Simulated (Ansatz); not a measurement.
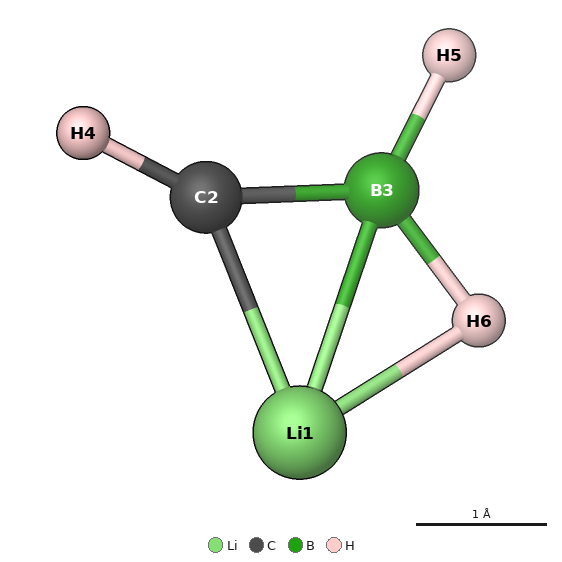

Orthographic view. Distant atoms are faded towards the background colour. The species is neutral and a spin doublet. Computed geometry: PBE-D4/def2-SVP optimisation. No frequency run is at hand to confirm it as a minimum.

Give the geometry as a Z-matrix, atoms in numerical order, with these reference atoms: 2 to 1; 3 to 2, 1; 4 to 2, 3, 1; 5 to 3, 2, 4; 6 to 3, 5, 2.

```
Li 
C    1   1.954
B    2   1.439   1    72.7
H    2   1.096   3   150.5   1   180.0
H    3   1.226   2   122.6   4     0.0
H    3   1.255   5   113.9   2   180.0
```
